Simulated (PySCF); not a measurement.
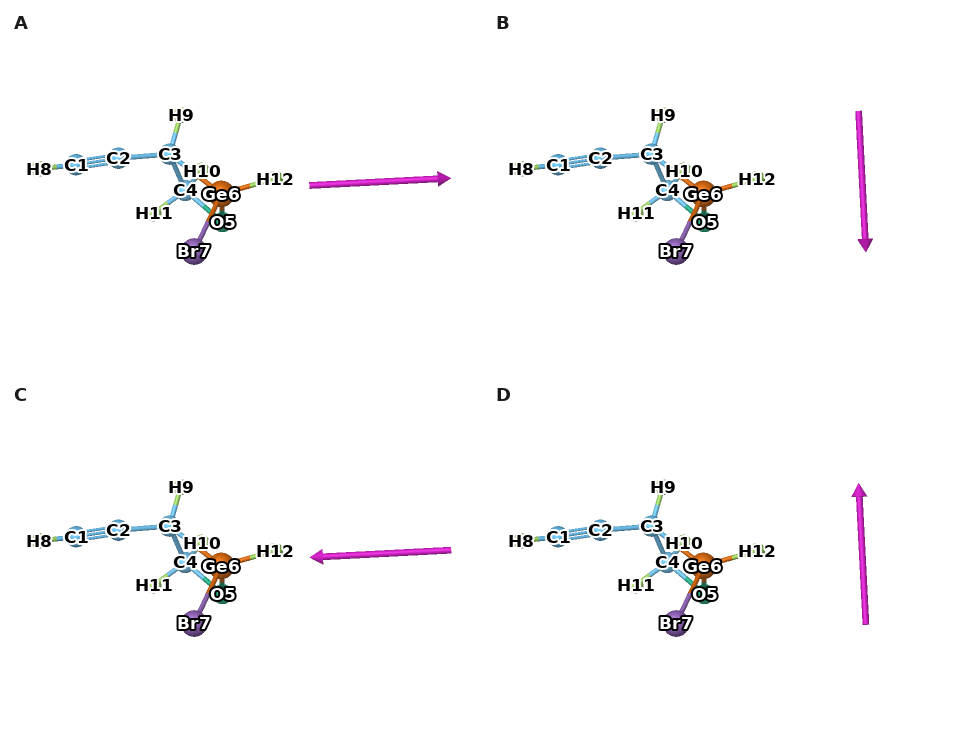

The same molecule four times, each with an arrow. The computed structure is the end point of a GFN2-xTB optimisation. No frequency run is at hand to confirm it as a minimum. Method: CAM-B3LYP/def2-SVPD, gas phase (PySCF 2.14.0).

**Which arrow points along the dipole moment, from the negative to the positive end?**

D. The dipole moment is 2.59 D; it points from the side of Br7 to the side of H9 (the outermost atoms at the two ends).

The geometry is semi-empirical. Around Br, Ge such bond lengths and angles can be off by a tenth of an ångström or more and by several degrees, and values that hang on the shape move with them.
